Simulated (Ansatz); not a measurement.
## Nudged elastic band, with input and output: C₂H₈BBrO (part 1 of 2)

- system: C₂H₈BBrO
- method: RKS revPBE-D4/def2-SVP (Ansatz 0.2.0)

It belongs to a series of runs on one base structure; here: band between the two ends. Figures and captions count atoms from 1; the log counts them from 0 in places.

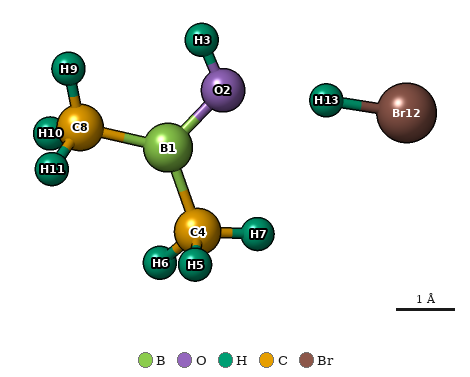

Fig. 1: The input geometry (ball-and-stick view, seen on its broad side; atoms are numbered from 1 in the order of the input).

The input:
```yaml
crystal:
  periodic: [false, false, false]
  atoms:
    - { symbol: B, position_ang: [-0.277123, 0.06621, -0.193051] }
    - { symbol: O, position_ang: [-0.46299, 0.530885, 1.101513] }
    - { symbol: H, position_ang: [-1.342487, 0.317507, 1.464961] }
    - { symbol: C, position_ang: [1.133992, 0.332702, -0.848162] }
    - { symbol: H, position_ang: [1.70618, -0.622703, -0.851567] }
    - { symbol: H, position_ang: [1.044651, 0.631799, -1.913145] }
    - { symbol: H, position_ang: [1.742475, 1.08287, -0.306892] }
    - { symbol: C, position_ang: [-1.44856, -0.692981, -0.944204] }
    - { symbol: H, position_ang: [-2.30975, -0.981162, -0.30499] }
    - { symbol: H, position_ang: [-1.839065, -0.037327, -1.754609] }
    - { symbol: H, position_ang: [-1.073653, -1.604762, -1.455133] }
    - { symbol: Br, position_ang: [1.669724, 2.443768, 2.752934] }
    - { symbol: H, position_ang: [0.704903, 1.588794, 2.070643] }
basis:
  gaussian: { orbitals: def2-SVP }
hamiltonian:
  xc: revpbe
  dispersion: d4
neb:
  order_check: false
  images: 5
  f_tol: 0.05
  max_iterations: 60
  final_atoms:
    - { symbol: B, position_ang: [-0.05670681, 0.51862127, -0.11516107] }
    - { symbol: O, position_ang: [-0.08370831, 0.00157046, 1.5466114] }
    - { symbol: H, position_ang: [-1.01533449, 0.13197335, 1.82639058] }
    - { symbol: C, position_ang: [1.39623025, 0.12159906, -0.63480923] }
    - { symbol: H, position_ang: [1.52904111, -0.98159148, -0.65656951] }
    - { symbol: H, position_ang: [1.52573751, 0.48764753, -1.67470812] }
    - { symbol: H, position_ang: [2.223705, 0.55967115, -0.03871634] }
    - { symbol: C, position_ang: [-1.355954, -0.14699162, -0.76046794] }
    - { symbol: H, position_ang: [-1.28569926, -1.25660018, -0.76726754] }
    - { symbol: H, position_ang: [-2.30971416, 0.14122246, -0.26771224] }
    - { symbol: H, position_ang: [-1.4437583, 0.17586968, -1.81858295] }
    - { symbol: Br, position_ang: [-0.26530649, 2.55791938, 0.1912233] }
    - { symbol: H, position_ang: [0.38976494, 0.74468894, 1.98806767] }
  initial_path:
    images:
      - { positions_ang: [[-0.277123, 0.06621, -0.193051], [-0.46299, 0.530885, 1.101513], [-1.342487, 0.317507, 1.464961], [1.133992, 0.332702, -0.848162], [1.70618, -0.622703, -0.851567], [1.044651, 0.631799, -1.913145], [1.742475, 1.08287, -0.306892], [-1.44856, -0.692981, -0.944204], [-2.30975, -0.981162, -0.30499], [-1.839065, -0.037327, -1.754609], [-1.073653, -1.604762, -1.455133], [1.669724, 2.443768, 2.752934], [0.704903, 1.588794, 2.070643]] }
      - { positions_ang: [[-0.18041866, 0.04929514, -0.12009516], [-0.32223252, 0.42042531, 1.32612316], [-1.20796662, 0.17547142, 1.68307364], [1.2290521, 0.23167609, -0.81120614], [1.74543105, -0.74938392, -0.8302074], [1.12258718, 0.56177391, -1.86413389], [1.87236012, 0.94845879, -0.26740894], [-1.41382906, -0.51732167, -0.8966532], [-2.15549102, -1.02232353, -0.36588288], [-1.89798153, 0.20709877, -1.37160881], [-1.08690038, -1.14163512, -1.59878653], [1.09475272, 2.39598103, 2.01051519], [0.44893364, 1.49608379, 1.92456895]] }
      - { positions_ang: [[-0.08371432, 0.03238027, -0.04713932], [-0.18147504, 0.30996562, 1.55073332], [-1.07344625, 0.03343585, 1.90118629], [1.32411219, 0.13065019, -0.77425028], [1.78468209, -0.87606483, -0.8088478], [1.20052335, 0.49174882, -1.81512278], [2.00224524, 0.81404758, -0.22792587], [-1.37909812, -0.34166235, -0.8491024], [-2.00123204, -1.06348506, -0.42677576], [-1.95689806, 0.45152454, -0.98860862], [-1.10014775, -0.67850824, -1.74244005], [0.51978143, 2.34819406, 1.26809638], [0.19296428, 1.40337357, 1.7784949]] }
      - { positions_ang: [[0.01299002, 0.01546541, 0.02581652], [-0.04071756, 0.19950593, 1.77534348], [-0.93892587, -0.10859973, 2.11929893], [1.41917229, 0.02962428, -0.73729442], [1.82393314, -1.00274575, -0.78748819], [1.27845953, 0.42172373, -1.76611168], [2.13213035, 0.67963637, -0.18844281], [-1.34436718, -0.16600302, -0.8015516], [-1.84697306, -1.1046466, -0.48766863], [-2.01581459, 0.69595031, -0.60560843], [-1.11339513, -0.21538137, -1.88609358], [-0.05518985, 2.30040709, 0.52567756], [-0.06300508, 1.31066336, 1.63242085]] }
      - { positions_ang: [[-0.01024226, 0.18318403, -0.02117601], [-0.05504781, 0.13352744, 1.69909945], [-0.96439541, -0.0284087, 2.02166281], [1.41152494, 0.06028254, -0.70313269], [1.7256358, -0.99569433, -0.74384863], [1.36088552, 0.44369833, -1.73564383], [2.16265523, 0.63964796, -0.13853399], [-1.34822946, -0.15966589, -0.78785704], [-1.65988179, -1.15529779, -0.58086827], [-2.11378111, 0.51104103, -0.49297637], [-1.22351618, -0.08496435, -1.86359003], [-0.12522873, 2.38624452, 0.41419281], [0.08791826, 1.12200522, 1.75096979]] }
      - { positions_ang: [[-0.03347454, 0.35090265, -0.06816854], [-0.06937806, 0.06754895, 1.62285543], [-0.98986495, 0.05178233, 1.92402669], [1.4038776, 0.0909408, -0.66897096], [1.62733845, -0.9886429, -0.70020907], [1.44331152, 0.46567293, -1.70517598], [2.19318012, 0.59965956, -0.08862517], [-1.35209173, -0.15332875, -0.77416249], [-1.47279052, -1.20594899, -0.6740679], [-2.21174764, 0.32613174, -0.3803443], [-1.33363724, 0.04545266, -1.84108649], [-0.19526761, 2.47208195, 0.30270806], [0.2388416, 0.93334708, 1.86951873]] }
      - { positions_ang: [[-0.05670681, 0.51862127, -0.11516107], [-0.08370831, 0.00157046, 1.5466114], [-1.01533449, 0.13197335, 1.82639058], [1.39623025, 0.12159906, -0.63480923], [1.52904111, -0.98159148, -0.65656951], [1.52573751, 0.48764753, -1.67470812], [2.223705, 0.55967115, -0.03871634], [-1.355954, -0.14699162, -0.76046794], [-1.28569926, -1.25660018, -0.76726754], [-2.30971416, 0.14122246, -0.26771224], [-1.4437583, 0.17586968, -1.81858295], [-0.26530649, 2.55791938, 0.1912233], [0.38976494, 0.74468894, 1.98806767]] }
```

Run on 4 threads of AMD EPYC (Zen 5), 32 GiB of memory available, shared host.

Launch command:
```bash
ansatz run input.yaml --threads 4 --pin off --max-ram 5120MiB --backend cpu --events-out ev --progress --plain --runs-dir out
```

Output:
```
Engine: ansatz 0.2.0, x86_64-unknown-linux-gnu
Functional definition: revPBE
  parameter kappa = 1.245
  parameter beta = 0.06672455060314922
  exchange = pbe_x(kappa = kappa, mu = beta*pi^2/3)
  correlation = pbe_c(beta = beta)
1422 factors; their error is unknown
mean field evaluation 1: about -74943.8196 eV, gradient 7.6e1 eV
mean field evaluation 2: about -74923.2457 eV, gradient 1.2e2 eV
mean field evaluation 4: about -74956.6883 eV, gradient 6.9e0 eV
mean field evaluation 8: about -74956.7103 eV, gradient 1.8e-1 eV
mean field evaluation 16: about -74956.7104 eV, gradient 1.9e-5 eV
mean field -74956.71035456 eV, -2754.6082980469 hartree, gradient 1.9e-5 eV, S^2 0.000000; 0 other end points of the search recorded, 0 dependent functions left out
the calculation of the forces begins
reference -74956.71040327 eV, -2754.6082998369 hartree; 34, 34 occupied and 94, 94 virtual orbitals, 1422 factors
1422 factors; their error is unknown
mean field evaluation 32: about -74956.2322 eV, gradient 1.1e-3 eV
mean field -74956.23216388 eV, -2754.5907248635 hartree, gradient 7.7e-5 eV, S^2 0.000000; 0 other end points of the search recorded, 0 dependent functions left out
[... from here on the field's lines of each further geometry are left out, up to the last ...]
NEB iter   1: max|band force component| = 2.401e1 eV/Å  barrier→ = 6.9935 eV  barrier← = 6.7014 eV  Δτ_max = 0.2000 Å  (198 SCF iters)
NEB iter   2: max|band force component| = 9.114e0 eV/Å  barrier→ = 2.6055 eV  barrier← = 2.3134 eV  Δτ_max = 0.1999 Å  (173 SCF iters)
NEB iter   3: max|band force component| = 4.376e0 eV/Å  barrier→ = 1.1213 eV  barrier← = 0.8291 eV  Δτ_max = 0.1975 Å  (149 SCF iters)
NEB iter   4: max|band force component| = 1.773e0 eV/Å  barrier→ = 0.9916 eV  barrier← = 0.6995 eV  Δτ_max = 0.1984 Å  (152 SCF iters)
NEB iter   5: max|band force component| = 1.361e0 eV/Å  barrier→ = 0.8180 eV  barrier← = 0.5259 eV  Δτ_max = 0.1962 Å  (148 SCF iters)
NEB iter   6: max|band force component| = 1.549e0 eV/Å  barrier→ = 0.6331 eV  barrier← = 0.3410 eV  Δτ_max = 0.1005 Å  (143 SCF iters)
NEB iter   7: max|band force component| = 1.434e0 eV/Å  barrier→ = 0.5461 eV  barrier← = 0.2540 eV  Δτ_max = 0.1002 Å  (145 SCF iters)
NEB iter   8: max|band force component| = 9.494e-1 eV/Å  barrier→ = 0.4766 eV  barrier← = 0.1845 eV  Δτ_max = 0.1017 Å  (142 SCF iters)
NEB iter   9: max|band force component| = 5.992e-1 eV/Å  barrier→ = 0.4095 eV  barrier← = 0.1174 eV  Δτ_max = 0.0998 Å  (144 SCF iters)
NEB iter  10: max|band force component| = 6.381e-1 eV/Å  barrier→ = 0.3794 eV  barrier← = 0.0873 eV  Δτ_max = 0.0500 Å  (143 SCF iters)
NEB iter  11: max|band force component| = 2.706e-1 eV/Å  barrier→ = 0.3820 eV  barrier← = 0.0899 eV  CI = image 5  Δτ_max = 0.0997 Å  (146 SCF iters)
NEB iter  12: max|band force component| = 2.275e-1 eV/Å  barrier→ = 0.3939 eV  barrier← = 0.1018 eV  CI = image 5  Δτ_max = 0.0996 Å  (140 SCF iters)
NEB iter  13: max|band force component| = 2.301e-1 eV/Å  barrier→ = 0.4007 eV  barrier← = 0.1085 eV  CI = image 5  Δτ_max = 0.1979 Å  (143 SCF iters)
NEB iter  14: max|band force component| = 1.578e-1 eV/Å  barrier→ = 0.4012 eV  barrier← = 0.1091 eV  CI = image 5  Δτ_max = 0.0616 Å  (139 SCF iters)
NEB iter  15: max|band force component| = 5.598e-1 eV/Å  barrier→ = 0.3999 eV  barrier← = 0.1078 eV  CI = image 5  Δτ_max = 0.0311 Å  (146 SCF iters)
NEB iter  16: max|band force component| = 1.242e-1 eV/Å  barrier→ = 0.3993 eV  barrier← = 0.1072 eV  CI = image 5  Δτ_max = 0.0616 Å  (146 SCF iters)
NEB iter  17: max|band force component| = 1.072e-1 eV/Å  barrier→ = 0.3981 eV  barrier← = 0.1060 eV  CI = image 5  Δτ_max = 0.0616 Å  (138 SCF iters)
NEB iter  18: max|band force component| = 6.701e-2 eV/Å  barrier→ = 0.3969 eV  barrier← = 0.1048 eV  CI = image 5  Δτ_max = 0.0620 Å  (143 SCF iters)
NEB iter  19: max|band force component| = 7.532e-2 eV/Å  barrier→ = 0.3958 eV  barrier← = 0.1036 eV  CI = image 5  Δτ_max = 0.0310 Å  (143 SCF iters)
NEB iter  20: max|band force component| = 4.641e-2 eV/Å  barrier→ = 0.3952 eV  barrier← = 0.1031 eV  CI = image 5  Δτ_max = 0.0309 Å  (146 SCF iters)
NEB iter  21: max|band force component| = 5.030e-2 eV/Å  barrier→ = 0.3948 eV  barrier← = 0.1027 eV  CI = image 5  Δτ_max = 0.0622 Å  (29 SCF iters)
NEB iter  22: max|band force component| = 8.299e-1 eV/Å  barrier→ = 0.4422 eV  barrier← = 0.1500 eV  CI = image 3  Δτ_max = 0.0311 Å  (144 SCF iters)
NEB iter  23: max|band force component| = 6.296e-1 eV/Å  barrier→ = 0.4421 eV  barrier← = 0.1500 eV  CI = image 3  Δτ_max = 0.0620 Å  (139 SCF iters)
NEB iter  24: max|band force component| = 5.166e-1 eV/Å  barrier→ = 0.4615 eV  barrier← = 0.1694 eV  CI = image 3  Δτ_max = 0.1236 Å  (142 SCF iters)
NEB iter  25: max|band force component| = 4.894e-1 eV/Å  barrier→ = 0.5722 eV  barrier← = 0.2801 eV  CI = image 3  Δτ_max = 0.1252 Å  (144 SCF iters)
NEB iter  26: max|band force component| = 7.631e-1 eV/Å  barrier→ = 0.6656 eV  barrier← = 0.3735 eV  CI = image 3  Δτ_max = 0.0621 Å  (140 SCF iters)
NEB iter  27: max|band force component| = 4.505e-1 eV/Å  barrier→ = 0.6862 eV  barrier← = 0.3941 eV  CI = image 3  Δτ_max = 0.1251 Å  (143 SCF iters)
NEB iter  28: max|band force component| = 2.104e-1 eV/Å  barrier→ = 0.6807 eV  barrier← = 0.3886 eV  CI = image 3  Δτ_max = 0.0579 Å  (142 SCF iters)
NEB iter  29: max|band force component| = 2.475e-1 eV/Å  barrier→ = 0.6714 eV  barrier← = 0.3792 eV  CI = image 3  Δτ_max = 0.0291 Å  (148 SCF iters)
NEB iter  30: max|band force component| = 1.074e-1 eV/Å  barrier→ = 0.6666 eV  barrier← = 0.3745 eV  CI = image 3  Δτ_max = 0.0583 Å  (141 SCF iters)
NEB iter  31: max|band force component| = 1.193e-1 eV/Å  barrier→ = 0.6651 eV  barrier← = 0.3730 eV  CI = image 3  Δτ_max = 0.0292 Å  (142 SCF iters)
NEB iter  32: max|band force component| = 1.706e-1 eV/Å  barrier→ = 0.6640 eV  barrier← = 0.3719 eV  CI = image 3  Δτ_max = 0.0146 Å  (140 SCF iters)
the calculation of the forces begins
reference -74956.13529973 eV, -2754.5871651717 hartree; 34, 34 occupied and 94, 94 virtual orbitals, 1422 factors
1422 factors; their error is unknown
mean field evaluation 1312: about -74955.8826 eV, gradient 4.6e-2 eV
mean field -74955.88259839 eV, -2754.5778785688 hartree, gradient 1.6e-5 eV, S^2 0.000000; 1 other end points of the search recorded, 0 dependent functions left out
the calculation of the forces begins
reference -74955.88264233 eV, -2754.5778801837 hartree; 34, 34 occupied and 94, 94 virtual orbitals, 1422 factors
NEB iter  33: max|band force component| = 2.716e-2 eV/Å  barrier→ = 0.6639 eV  barrier← = 0.3718 eV  CI = image 3  Δτ_max = 0.0000 Å  (289 SCF iters)
```
